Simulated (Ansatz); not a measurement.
**InH2F (SMILES [H][In]([H])[F]) at 6 levels**

We compute a comparison of 6 runs (UHF/STO-3G, B3LYP/STO-3G, BHLYP/STO-3G, SVWN5/STO-3G, r2SCAN0/STO-3G, CCSDT/STO-3G) of InH2F. 

The calculation is run with Ansatz 0.2.0.

58 further runs of the same task are left out: 2 that didn't finish, 56 set aside as unsound or not needed.

## Step 1: The molecule

The species is InH2F (4 atoms), meant as a singlet with charge 0. As SMILES, `[H][In]([H])[F]`. The H3–In1 distance was set to 4.229 Å, away from the relaxed value. At this shape a bond of the SMILES string is far longer than usual.

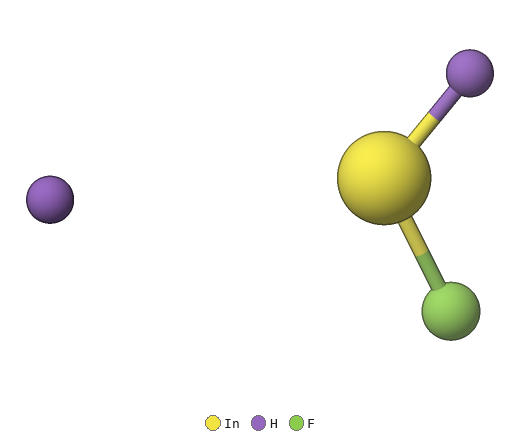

The structure, seen from a chosen angle (indium yellow, hydrogen purple, fluorine green).

## Step 2: The energy at UHF/STO-3G (run 1)

molecule.yaml reads:

```yaml
crystal:
  periodic: [false, false, false]
  atoms:
    - {symbol: In, position_ang: [1.510111, -1.970687, 0.027815]}
    - {symbol: H, position_ang: [3.192131, -2.161787, 0.041585]}
    - {symbol: H, position_ang: [-0.891440, 1.509340, -0.018860]}
    - {symbol: F, position_ang: [0.511991, -3.640927, 0.033465]}
basis:
  gaussian: {orbitals: STO-3G}
magnetization: {spin_polarized: true}
hamiltonian: {xc: hf}
accuracy: high
```

On the command line:

```console
$ ansatz run molecule.yaml --threads 1 --pin off --max-ram 2610MiB --events-out events.jsonl --progress --plain --runs-dir runs
```

Output:

```text
Warning: RAYON_NUM_THREADS=1 ignored (pool sized by the plan → 1); use --threads N
Functional definition: HF
  name "HF"
  exchange = exact_x
  correlation = 0
608 factors; integrals over basis functions are off by at most 4.9e-9 eV
mean field evaluation 1: about -157322.1418 eV, gradient 1.4e1 eV
mean field evaluation 2: about -157322.1706 eV, gradient 1.4e1 eV
mean field evaluation 4: about -157324.9960 eV, gradient 4.5e0 eV
mean field evaluation 8: about -157328.6013 eV, gradient 4.3e-1 eV
mean field evaluation 16: about -157328.6003 eV, gradient 3.9e-3 eV
mean field evaluation 32: about -157333.7178 eV, gradient 4.7e-1 eV
mean field evaluation 64: about -157328.6660 eV, gradient 2.1e0 eV
mean field evaluation 96: about -157323.3682 eV, gradient 1.4e1 eV
mean field evaluation 128: about -157323.1293 eV, gradient 1.3e1 eV
mean field evaluation 160: about -157328.4166 eV, gradient 8.4e0 eV
mean field evaluation 192: about -157328.6003 eV, gradient 8.0e-7 eV
mean field -157333.77538798 eV, -5781.9096008450 hartree, gradient 1.8e-8 eV, S^2 1.005096; 5 other end points of the search recorded, 0 dependent functions left out
reference -157333.77538798 eV, -5781.9096008450 hartree; 30, 30 occupied and 4, 4 virtual orbitals, 608 factors
Total energy: -157333.77538798 eV, -5781.9096008450 hartree
```

It took 1.5 s on 1 thread of Arm Neoverse V2, shared host; peak memory 0.1 GiB.

## Step 3: A single-point energy at B3LYP/STO-3G (run 2)

in.yaml reads:

```yaml
crystal:
  periodic: [false, false, false]
  atoms:
    - {symbol: In, position_ang: [1.510111, -1.970687, 0.027815]}
    - {symbol: H, position_ang: [3.192131, -2.161787, 0.041585]}
    - {symbol: H, position_ang: [-0.891440, 1.509340, -0.018860]}
    - {symbol: F, position_ang: [0.511991, -3.640927, 0.033465]}
basis:
  gaussian:
    orbitals: STO-3G
hamiltonian:
  xc: {name: B3LYP}
accuracy: high
```

On the command line:

```console
$ ansatz run in.yaml --threads 1 --pin off --max-ram 2610MiB --events-out events.jsonl --progress --plain --runs-dir runs
```

Output:

```text
Warning: RAYON_NUM_THREADS=1 ignored (pool sized by the plan → 1); use --threads N
Functional definition: B3LYP
  name "B3LYP"
  parameter a0 = 0.2
  parameter ax = 0.72
  parameter ac = 0.81
  exchange = (1 - a0 - ax)*slater_x + ax*b88_x + a0*exact_x
  correlation = (1 - ac)*vwn_rpa_c + ac*lyp_c
608 factors; integrals over basis functions are off by at most 4.9e-9 eV
mean field evaluation 1: about -157385.8279 eV, gradient 2.6e1 eV
mean field evaluation 2: about -157357.5324 eV, gradient 9.4e1 eV
mean field evaluation 4: about -157388.2508 eV, gradient 1.4e1 eV
mean field evaluation 8: about -157384.1012 eV, gradient 5.8e0 eV
mean field evaluation 16: about -157395.6333 eV, gradient 1.4e-4 eV
mean field -157395.63326846 eV, -5784.1828360238 hartree, gradient 1.6e-8 eV, S^2 0.000000; 0 other end points of the search recorded, 0 dependent functions left out
reference -157395.63329799 eV, -5784.1828371092 hartree; 30, 30 occupied and 4, 4 virtual orbitals, 608 factors
Total energy: -157395.63329799 eV, -5784.1828371092 hartree
```

It took 1.8 s on 1 thread of Arm Neoverse V2, shared host; peak memory 0.11 GiB.

Run 3 isn't shown in full; the table further down has it.

## Step 4: The energy at SVWN5/STO-3G (run 4)

molecule.yaml: that of step 2 with these lines changed.

```diff
@@ -8,5 +8,6 @@
 basis:
-  gaussian: {orbitals: STO-3G}
-magnetization: {spin_polarized: true}
-hamiltonian: {xc: hf}
+  gaussian:
+    orbitals: STO-3G
+hamiltonian:
+  xc: {name: SVWN5}
 accuracy: high
```

On the command line:

```console
$ ansatz run molecule.yaml --threads 1 --pin off --max-ram 2610MiB --events-out events.jsonl --progress --plain --runs-dir runs
```

Output:

```text
Warning: RAYON_NUM_THREADS=1 ignored (pool sized by the plan → 1); use --threads N
Functional definition: SVWN5
  name "SVWN5"
  exchange = slater_x
  correlation = vwn5_c
608 factors; integrals over basis functions are off by at most 4.9e-9 eV
mean field evaluation 1: about -157200.7347 eV, gradient 5.9e1 eV
mean field evaluation 2: about -157160.4004 eV, gradient 1.2e2 eV
mean field evaluation 4: about -157196.5847 eV, gradient 9.2e1 eV
mean field evaluation 8: about -157216.7071 eV, gradient 1.0e1 eV
mean field evaluation 16: about -157225.0667 eV, gradient 2.7e-2 eV
mean field -157225.06544683 eV, -5777.9145841941 hartree, gradient 1.3e-8 eV, S^2 0.000000; 0 other end points of the search recorded, 0 dependent functions left out
reference -157225.06544877 eV, -5777.9145842654 hartree; 30, 30 occupied and 4, 4 virtual orbitals, 608 factors
Total energy: -157225.06544877 eV, -5777.9145842654 hartree
```

It took 1.2 s on 1 thread of Arm Neoverse V2, shared host; peak memory 0.096 GiB.

Run 5 isn't shown in full; the table further down has it.

## Step 5: A single-point energy at CCSDT/STO-3G (run 6)

molecule.yaml: that of step 4 with these lines changed.

```diff
@@ -10,4 +10,7 @@
     orbitals: STO-3G
-hamiltonian:
-  xc: {name: SVWN5}
+correlation:
+  method: ccsdt
+  frozen_orbitals: {F: 1, H: 0, In: 18}
+scf:
+  omitted_lower_state_checks: [cluster_reference, increment]
 accuracy: high
```

On the command line:

```console
$ ansatz run molecule.yaml --threads 1 --pin off --max-ram 2610MiB --events-out events.jsonl --progress --plain --runs-dir runs
```

Output, shortened:

```text
Warning: RAYON_NUM_THREADS=1 ignored (pool sized by the plan → 1); use --threads N
[... 2 set-up lines as earlier in the session ...]
[...]
608 factors; integrals over basis functions are off by at most 4.9e-9 eV
[...]
mean field -157328.60026517 eV, -5781.7194185895 hartree, gradient 2.0e-8 eV, S^2 0.000000; 1 other end points of the search recorded, 0 dependent functions left out; unrestricted orbitals would lower it
19 core orbitals not correlated: weight in the atoms' cores, before any rotation towards them, 1.000 or more for the frozen orbitals, at most 0.000 for the correlated occupied ones
reference -157328.60026517 eV, -5781.7194185895 hartree; 11, 11 occupied and 4, 4 virtual orbitals, 608 factors
second order -4.83163824 eV of doubles, -0.00000000 eV of singles
cycle   1  -2.91037781 eV  change    -1.2e0 eV  update   1.7e-1
[...]
cycle  43  -6.84704486 eV  change   3.4e-10 eV  update  3.7e-10
WARN: these amplitudes may be one of several solutions (largest doubles amplitude 0.97, level shift 12.17 eV)
Total energy: -157335.44731003 eV, -5781.9710428470 hartree
Checks for a lower state left out: cluster_reference, increment
```

It took 0.86 s on 1 thread of Arm Neoverse V2, shared host.

## Step 6: Overview of the runs

| run | level | frozen core orbitals | energy (Eh) | wall time |
| --- | --- | --- | --- | --- |
| 1 | UHF/STO-3G | – | -5781.909601 | 1.5 s |
| 2 | B3LYP/STO-3G | – | -5784.182837 | 1.8 s |
| 3 | BHLYP/STO-3G | – | -5784.300857 | 1.6 s |
| 4 | SVWN5/STO-3G | – | -5777.914584 | 1.2 s |
| 5 | r2SCAN0/STO-3G | – | -5784.429231 | 4.5 s |
| 6 | CCSDT/STO-3G | 19 | -5781.971043 | 0.86 s |

## Step 7: Outcome

| quantity | value |
| --- | --- |
| run 6: total energy | -5781.97104 Eh |
| run 6: correlation energy (19 core orbitals frozen) | -251.6 mEh |
| run 6: T1 diagnostic | 0.049 |

**Reading.** Totals of different functionals can't be ranked against each other. In run 6 the log says that unrestricted orbitals would lower the reference, so the values rest on an unstable closed-shell determinant (other closed-shell runs at this shape may share the fault). In runs 1, 2, 3, 4, 5, 6 the basis is minimal, so the values are rough. In runs 1, 2, 3, 4, 5, 6 relativity is left out where basis or elements ask for it. Spin contamination of the reference: run 1 ⟨S²⟩ = 1.01. Where it is this large, the reference is a mixture of spin states, and values that rest on it are in doubt. All runs together took 11 s, the longest 4.5 s.
